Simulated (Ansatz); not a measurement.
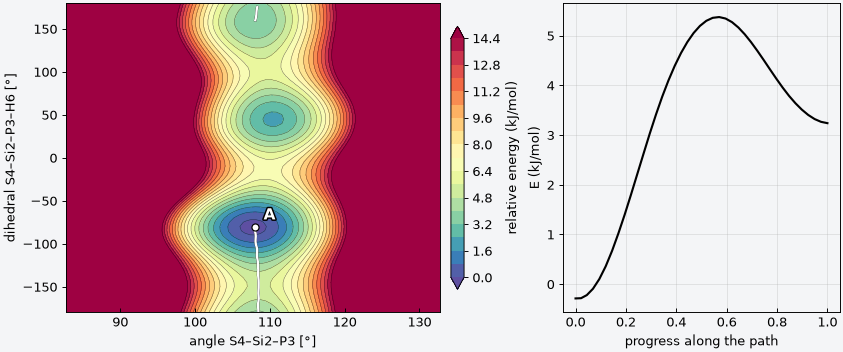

BrFH₃PSSi, SMILES F[Si](P)(S)Br. First axis: angle S4–Si2–P3. Second axis: dihedral S4–Si2–P3–H6. Nothing is relaxed (all other coordinates rigid). The scan uses a 13 × 12 grid. Points are written as (first, second). Energies are in kJ/mol, from the lowest grid point. All numbers below come from Ansatz, RKS BHLYP-D4/def2-SVP.

In the figure: filled contours, a line along the lowest path, one colour for all values above the top of the scale, the energy along the path at the right, the start A. Between grid points the surface is interpolated.

**Describe the path and its barrier.**

The easiest path leads from the well at about (108°, −80°) to the well at about (108°, 160°), about 3.5 kJ/mol higher. Its highest point lies about 5.7 kJ/mol above the bottom of the first well on the interpolated surface, at about (109°, −150°). Seen from the upper well the barrier is about 2.1 kJ/mol. The start is the relaxed structure and all else is held, so a fully relaxed path at this level can only be lower.
